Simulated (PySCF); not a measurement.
Molecule: Be(iPr)(SeH), SMILES C[CH](C)[Be][SeH] (C3H8BeSe). Atoms near the plane z = 0.0 Å, at the PBE0/def2-SVP optimised geometry (x, y, z in Å): Be1 (0.7, 0.0, 0.0), C2 (-1.0, 0.0, 0.0), C3 (-1.6, 1.3, 0.3), C4 (-1.6, -1.1, 0.9), H5 (-1.3, -0.3, -1.0), H6 (-2.7, 1.3, 0.2), H8 (-1.3, 2.1, -0.4), H9 (-1.2, -2.1, 0.7), H10 (-2.7, -1.1, 0.8), Se12 (2.7, 0.0, 0.0).

Calculation: PBE0/def2-TZVP (PySCF). Cells within 0.4 Å of a nucleus heavier than hydrogen are left out (blank, or x). The values are rescaled to run from 0 to 1.

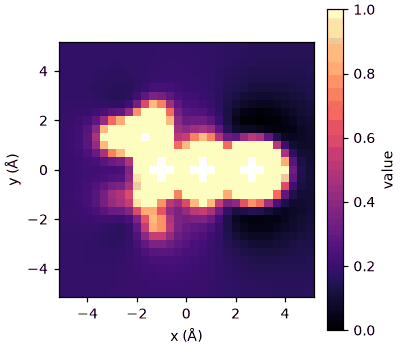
Fig. 1. a field on the plane z = 0.0 Å.

Q: Which quantity is mapped?
A. electrostatic potential
B. an orbital amplitude
C. electron localisation function
D. deformation density (molecule minus spherical neutral atoms)

A: A, electrostatic potential. In full: electrostatic potential (hartree/e), clipped to [-0.08, 0.12].
